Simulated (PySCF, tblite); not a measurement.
**C2H4F3OSi radical: geometry, infrared bands and EPR parameters**

Aim: predict the infrared bands and EPR parameters of C2H4F3OSi radical (`O[SiH2][CH]C(F)(F)F`).

The runs use tblite 0.8.0 and PySCF 2.14.0, with density-fitted response routines of our own; the level of theory stands in each step. All values are computed, except where a source is named. Atoms are numbered from 0 throughout.

## Step 1: The molecule as given

11 atoms, charge 0, multiplicity 2; geometry from: force field or distance geometry start.

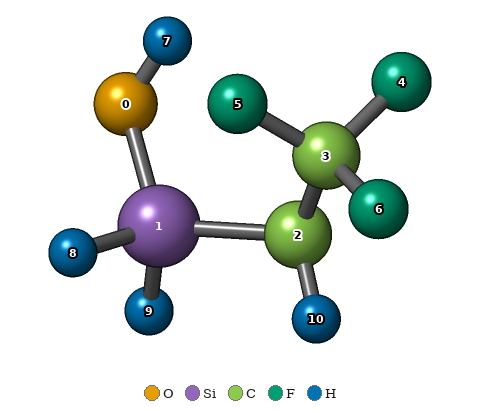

As it starts; oxygen amber, silicon purple, carbon green, fluorine teal, hydrogen blue, atoms numbered.

## Step 2: Optimising the geometry with GFN2-xTB

What the job is given:

```
{"job": {"kind": "relax", "xc": "GFN2-xTB", "basis": "xTB"}, "charge": 0, "multiplicity": 2}
O      1.905600    -0.914000     0.845300
Si     1.285000     0.387300    -0.077100
C     -0.316800     0.069900    -0.886500
C     -1.467300    -0.220500     0.018800
F     -1.800600    -1.558300    -0.168200
F     -1.233700     0.081800     1.338400
F     -2.575100     0.528800    -0.349000
H      1.225200    -1.526300     1.194300
H      1.302400     1.599800     0.769300
H      2.259800     0.653100    -1.145800
H     -0.579000     0.900900    -1.565600
```

Command:

```console
> OMP_NUM_THREADS=1 python probes_run.py task.json out
```

This one command runs all jobs of the session in turn.

Output:

```text
step      E/eV     max force
  0    -714.96411    3.243
  1    -715.27557    1.333
  2    -715.40283    1.102
  3    -715.45028    0.730
  4    -715.49754    0.448
  5    -715.51229    0.415
  6    -715.54113    0.375
  7    -715.54980    0.362
  8    -715.55916    0.287
  9    -715.57108    0.322
 10    -715.58657    0.338
 11    -715.59878    0.253
 12    -715.60406    0.140
 13    -715.60598    0.114
 14    -715.60778    0.132
 15    -715.60978    0.127
 16    -715.61156    0.135
 17    -715.61313    0.107
 18    -715.61484    0.126
 19    -715.61667    0.145
 20    -715.61850    0.116
 21    -715.61998    0.102
 22    -715.62122    0.089
 23    -715.62249    0.094
 24    -715.62375    0.090
 25    -715.62443    0.069
 26    -715.62483    0.078
 27    -715.62524    0.058
 28    -715.62605    0.092
 29    -715.62697    0.102
 30    -715.62782    0.079
 31    -715.62843    0.055
 32    -715.62885    0.064
 33    -715.62927    0.079
 34    -715.62976    0.068
 35    -715.63028    0.083
 36    -715.63080    0.092
 37    -715.63142    0.080
 38    -715.63234    0.122
 39    -715.63369    0.146
 40    -715.63541    0.130
 41    -715.63712    0.129
 42    -715.63830    0.105
 43    -715.63916    0.093
 44    -715.64044    0.102
 45    -715.64161    0.123
 46    -715.64266    0.185
 47    -715.64337    0.083
 48    -715.64456    0.154
 49    -715.64587    0.125
 50    -715.64701    0.085
 51    -715.64775    0.108
 52    -715.64864    0.103
 53    -715.65089    0.183
 54    -715.65259    0.201
 55    -715.65526    0.191
 56    -715.65801    0.187
 57    -715.66110    0.130
 58    -715.66338    0.149
 59    -715.66427    0.105
 60    -715.66576    0.106
 61    -715.66644    0.135
 62    -715.66723    0.042
 63    -715.66771    0.046
 64    -715.66800    0.033
 65    -715.66815    0.031
 66    -715.66832    0.044
 67    -715.66850    0.039
 68    -715.66870    0.038
 69    -715.66887    0.025
 70    -715.66898    0.032
 71    -715.66907    0.032
 72    -715.66915    0.026
 73    -715.66923    0.023
 74    -715.66929    0.019
 75    -715.66932    0.019
 76    -715.66936    0.017
 77    -715.66941    0.025
 78    -715.66945    0.022
 79    -715.66947    0.011
 80    -715.66949    0.011
 81    -715.66950    0.010
 82    -715.66951    0.010
 83    -715.66952    0.012
 84    -715.66954    0.010
```

Wall time 0.32 s (1 thread of Arm Neoverse V2, shared host).

The steps of the relaxation: (not every step is listed)

| step | energy from step 0 (eV) | largest force (eV/Å) |
| --- | --- | --- |
| 0 | 0.0000 | 3.2428 |
| 1 | -0.3115 | 1.3330 |
| 2 | -0.4387 | 1.1017 |
| 3 | -0.4862 | 0.7303 |
| 4 | -0.5334 | 0.4484 |
| 5 | -0.5482 | 0.4147 |
| 6 | -0.5770 | 0.3748 |
| 7 | -0.5857 | 0.3618 |
| 8 | -0.5951 | 0.2873 |
| 15 | -0.6457 | 0.1270 |
| 22 | -0.6571 | 0.0892 |
| 29 | -0.6629 | 0.1025 |
| 36 | -0.6667 | 0.0921 |
| 43 | -0.6750 | 0.0935 |
| 50 | -0.6829 | 0.0847 |
| 57 | -0.6970 | 0.1304 |
| 64 | -0.7039 | 0.0328 |
| 71 | -0.7050 | 0.0316 |
| 78 | -0.7053 | 0.0219 |
| 79 | -0.7054 | 0.0114 |
| 80 | -0.7054 | 0.0110 |
| 81 | -0.7054 | 0.0100 |
| 82 | -0.7054 | 0.0104 |
| 83 | -0.7054 | 0.0124 |
| 84 | -0.7054 | 0.0099 |

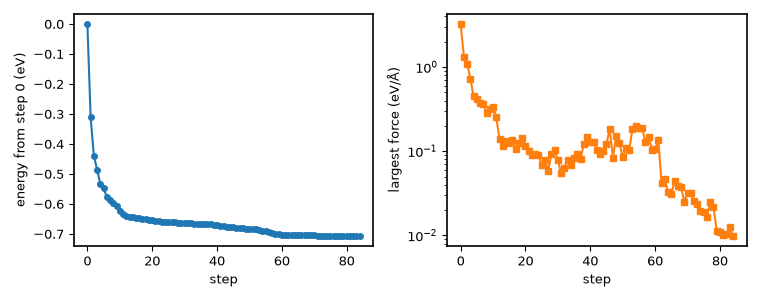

Energy and largest force along the relaxation.

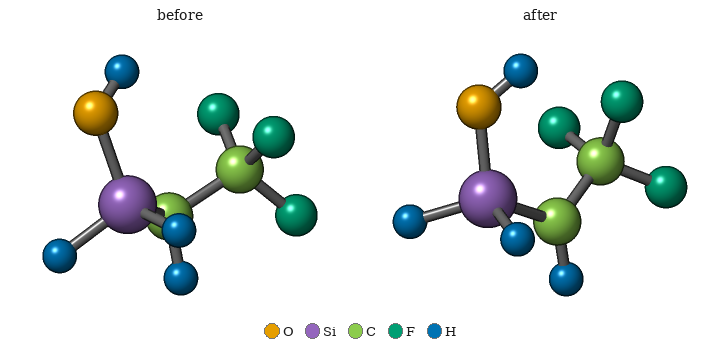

The geometry before (left) and after (right).

Distances of close pairs at the start and the end, largest changes first:

| bond | before (Å) | after (Å) | change (Å) |
| --- | --- | --- | --- |
| O0–Si1 | 1.712 | 1.611 | -0.100 |
| C3–F6 | 1.387 | 1.345 | -0.042 |
| Si1–C2 | 1.823 | 1.864 | +0.042 |
| C3–F4 | 1.391 | 1.359 | -0.033 |
| C2–H10 | 1.105 | 1.075 | -0.029 |
| C2–C3 | 1.492 | 1.465 | -0.027 |
| O0–H7 | 0.980 | 0.954 | -0.025 |
| C3–F5 | 1.374 | 1.355 | -0.019 |

The final coordinates are the input of the step that follows.

## Step 3: Infrared spectrum with GFN2-xTB

What the job is given:

```
{"job": {"kind": "ir", "xc": "GFN2-xTB", "basis": "xTB"}, "charge": 0, "multiplicity": 2}
O      1.639704    -0.790701     0.935897
Si     1.392836     0.405309    -0.115352
C     -0.393125     0.563470    -0.626619
C     -1.447948    -0.288711    -0.071858
F     -1.539124    -1.494085    -0.692068
F     -1.256233    -0.589512     1.235044
F     -2.677520     0.250484    -0.149330
H      1.067568    -0.994642     1.672076
H      1.760492     1.708932     0.446262
H      2.189874    -0.003774    -1.265273
H     -0.731100     1.235901    -1.394742
```

Output:

```text
mode    cm-1     km/mol
  1      24.9      0.21
  2      57.2      0.59
  3     132.5      1.56
  4     222.0      7.21
  5     262.4    123.83
  6     316.8      6.91
  7     341.9     19.71
  8     399.7      3.65
  9     468.4      2.32
 10     473.2     13.09
 11     566.6     92.00
 12     572.9     26.19
 13     583.9      7.27
 14     692.0     32.25
 15     736.1     90.97
 16     753.8     64.62
 17     786.7    363.33
 18     869.6     29.67
 19     946.2    347.01
 20     957.3    229.50
 21    1006.4    251.05
 22    1161.6    120.94
 23    1244.9    205.38
 24    2216.0    205.52
 25    2295.5    112.20
 26    3131.6      1.95
 27    3648.1     41.59
```

It took 0.21 s on 1 thread of Arm Neoverse V2, shared host.

The strongest bands and the atoms that carry them (share of the mass-weighted mode):

| cm⁻¹ | km/mol | atoms |
| --- | --- | --- |
| 262 | 123.8 | H7 80 %, O0 12 % |
| 787 | 363.3 | H7 54 %, H9 14 % |
| 946 | 347.0 | C3 63 %, F4 16 % |
| 957 | 229.5 | O0 37 %, Si1 32 % |
| 1006 | 251.1 | C3 58 %, F6 24 % |
| 1162 | 120.9 | C3 46 %, H10 41 % |
| 1245 | 205.4 | C2 45 %, C3 34 %, H10 18 % |
| 2216 | 205.5 | H8 95 % |

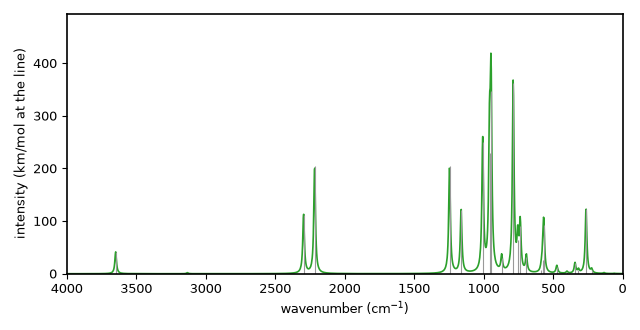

The infrared spectrum from these modes, unscaled. Lines are broadened to a width of 14 cm⁻¹ (Lorentzian).

## Step 4: g tensor and hyperfine couplings: B3LYP/pcH-1

The job, as its differences from that of step 3:

```diff
@@ -1,2 +1,2 @@
-{"job": {"kind": "ir", "xc": "GFN2-xTB", "basis": "xTB"}, "charge": 0, "multiplicity": 2}
+{"job": {"kind": "epr", "basis": "pcH-1"}, "charge": 0, "multiplicity": 2}
 O      1.639704    -0.790701     0.935897
```

Level: UKS B3LYP, pcH-1 on C F H O Si, non-relativistic, mean-field spin-orbit, GIAO.

Output:

```text
UKS, coarse grid
  cycle   1  E = -742.66354698  |g| = 8.46e-01
  cycle   2  E = -742.26032775  |g| = 1.40e+00
  cycle   3  E = -742.88967784  |g| = 9.16e-02
  cycle   4  E = -742.89216857  |g| = 5.68e-02
  cycle   5  E = -742.89335310  |g| = 1.07e-02
  cycle   6  E = -742.89338689  |g| = 4.47e-03
  cycle   7  E = -742.89339451  |g| = 8.89e-04
UKS, final grid
  cycle   1  E = -742.89342564  |g| = 7.72e-04
  cycle   2  E = -742.89342559  |g| = 9.21e-04
  cycle   3  E = -742.89342594  |g| = 1.15e-04
  cycle   4  E = -742.89342595  |g| = 7.49e-05
  cycle   5  E = -742.89342595  |g| = 1.72e-05
E = -742.89342595 Eh   <S^2> = 0.7533 (exact 0.7500)
g shifts (ppm)      1          2          3
  rmc          -155       -155       -155
  gc             54         18         32
  oz_so         -92        135        649
  total        -193         -1        526
hyperfine (MHz)  atom isotope    a_iso     a_fc   dipolar eigenvalues
    0   17O       1.04       1.04     -0.46      0.12      0.34
    1  29Si      44.12      44.20     -2.32      0.18      2.14
    2   13C      82.33      82.45    -78.16    -77.24    155.40
    3   13C     -37.16     -37.17     -3.24      1.06      2.18
    4   19F     151.02     150.64    -93.62    -88.61    182.24
    5   19F      44.74      44.61    -37.42    -34.20     71.62
    6   19F      24.25      24.12    -30.27    -25.13     55.40
    7    1H      -0.34      -0.33     -2.33     -1.83      4.16
    8    1H      60.08      60.08     -3.68     -1.76      5.44
    9    1H      64.29      64.29     -3.39     -1.65      5.04
   10    1H     -58.76     -58.77    -37.10     -1.49     38.59
```

Run time: 39 s. Hardware: 1 thread of Arm Neoverse V2, shared host; peak memory 0.86 GiB.

Principal g values 2.00213, 2.00232, 2.00285; g(iso) = 2.00243, against 2.00232 for a free electron.

Hyperfine couplings; where a row names several nuclei, a(iso) is their mean (it holds for fast rotation or exchange) and the dipolar term the largest among them:

| nuclei | isotope | a(iso) (MHz) | a(iso) (G, at g = 2.0023) | largest dipolar term (MHz) |
| --- | --- | --- | --- | --- |
| C2 | 13C | 82.3 | 29.4 | 155.4 |
| F4, F5, F6 | 19F | 73.3 | 26.2 | 182.2 |
| H8, H9 | 1H | 62.2 | 22.2 | 5.4 |
| H10 | 1H | -58.8 | -21.0 | 38.6 |
| Si1 | 29Si | 44.1 | 15.7 | -2.3 |
| C3 | 13C | -37.2 | -13.3 | -3.2 |
| O0 | 17O | 1.0 | 0.4 | -0.5 |
| H7 | 1H | -0.3 | -0.1 | 4.2 |

Mulliken spin populations:

| atom | value (e) |
| --- | --- |
| O0 | 0.00 |
| Si1 | -0.04 |
| C2 | 1.00 |
| C3 | -0.04 |
| F4 | 0.03 |
| F5 | 0.01 |
| F6 | 0.01 |
| H7 | 0.00 |
| H8 | 0.03 |
| H9 | 0.03 |
| H10 | -0.04 |

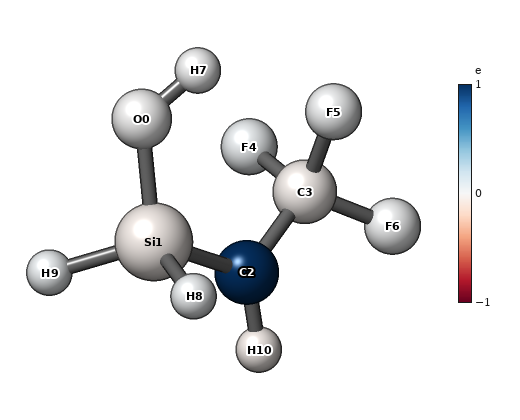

Mulliken spin populations, as colours on the atoms.

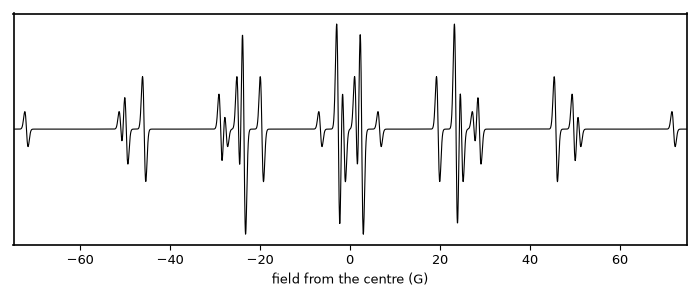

First-order isotropic spectrum (first derivative, main isotopes with spin only, couplings over 0.8 MHz, Gaussian width 0.4 G; couplings of the frozen geometry, rotation of groups not averaged beyond the rows shown).

Orbitals, density, ELF and potential are computed afterwards from the orbital file.

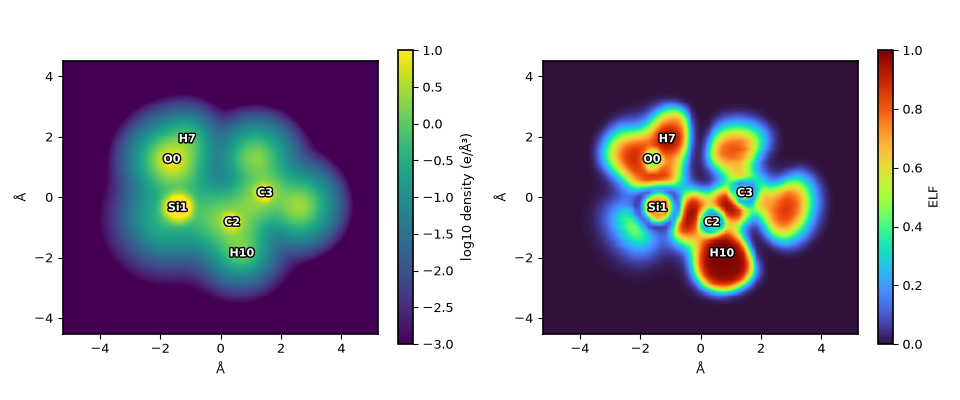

Density (left) and ELF (right) in a plane through or near 6 of the atoms.

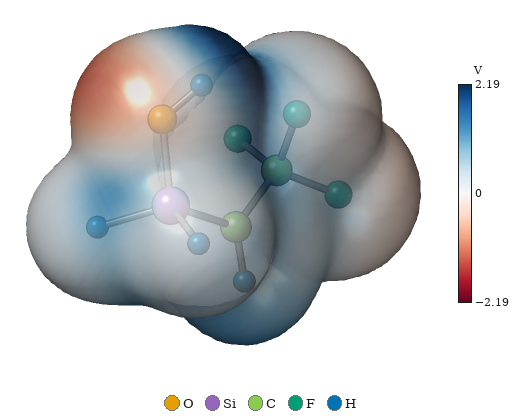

The potential that a unit positive charge feels on the 0.002 e/bohr³ surface, from -1.14 V near O0 to 2.19 V near H7.

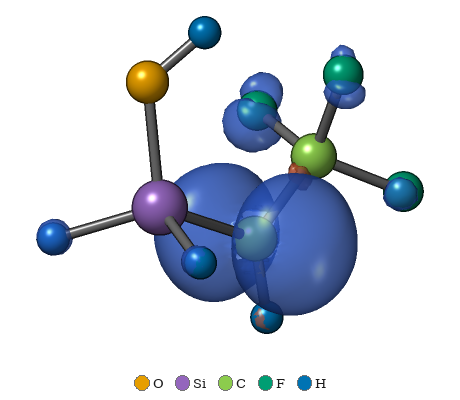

Spin density at ±0.04 e/Å³ (alpha excess blue, beta excess red).

## Step 5: Summary of results

| quantity | value |
| --- | --- |
| strongest single infrared mode (GFN2-xTB) | 787 cm⁻¹, 363 km/mol |
| zero-point energy (GFN2-xTB) | 35.6 kcal/mol |
| g(iso) (B3LYP) | 2.00243 |
| ⟨S²⟩ | 0.753 (exact 0.75) |
| largest a(iso) (averaged by class) | 13C on C2, 82.3 MHz |
| potential on the surface of density 0.002 e/bohr³, 1st and 99th percentile | -1.14 V and 2.19 V |

In words: Relaxing lowered the energy by 0.705 eV in 84 steps; the close pair that moved most is O0–Si1, from 1.712 to 1.611 Å. No mode is imaginary among the 27: a minimum at this level. The strongest single mode, at 787 cm⁻¹, moves mainly H7. Unscaled tight-binding wavenumbers are off by several per cent, some by more. Its intensities can rank the bands wrongly. Most of the unpaired spin sits on C2 (1.00 e). The isotropic g lies 0.1 ppt above the free-electron value. These values are for one conformer; the search (at its own cheap level) found 2 more, at 0.40, 0.45 kcal/mol, and measured spectra average over such forms.
